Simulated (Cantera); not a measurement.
A closed system holds: 1 mol KOH, 0.13 mol C, 0.12 mol H2, at 4.20 Torr.

Method: chemical equilibrium by Gibbs-energy minimisation in Cantera with the NASA 1993 tables (ideal gas, pure condensed phases). Candidate condensed phases: C, C6H6, C7H8, C8H18, H2O, K, KOH, KO2, K2CO3, K2O, K2O2; 116 gas species. Equilibrium is a limit: real reactors are often held back by kinetics, nucleation or transport.

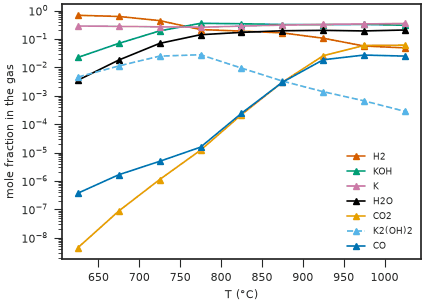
Figure: Equilibrium gas composition (values under 1e-9 drawn at 1e-9)

Question: Read off the mole fractions at 1025 °C.

Answer: K about 0.35, KOH about 0.30, H2O about 0.21, CO2 about 0.061, H2 about 0.049, CO about 0.025, K2(OH)2 about 0.00028.
